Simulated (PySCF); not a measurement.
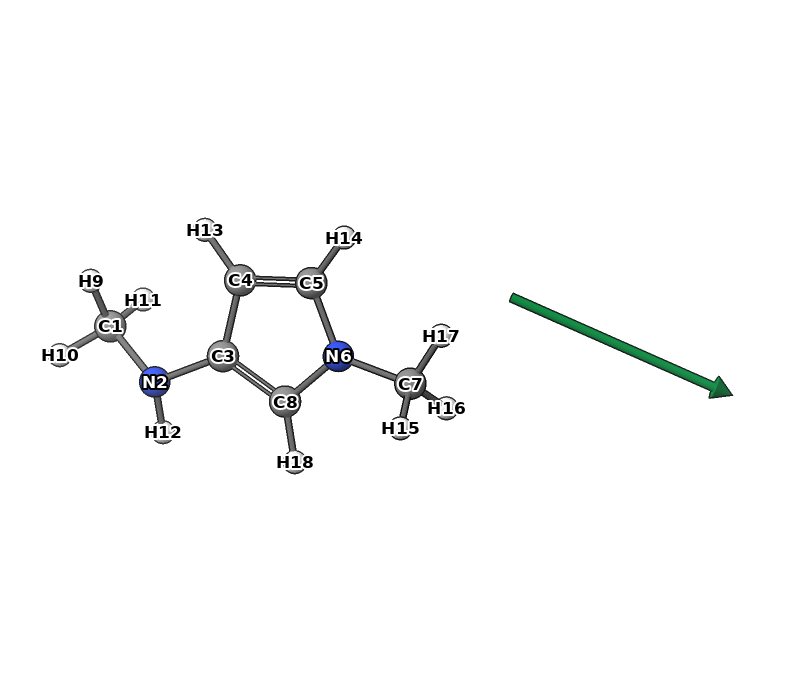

The arrow beside the molecule shows the direction of the dipole moment, from the negative to the positive end (its length means nothing). Geometry: an end point of a reaction path computed with GFN2-xTB. Level of theory: PBE0/pcSseg-1, gas phase (PySCF 2.14.0).

**Estimate the dipole moment.**

1.77 D; it points from the side of H9 to the side of H16 (the outermost atoms at the two ends).
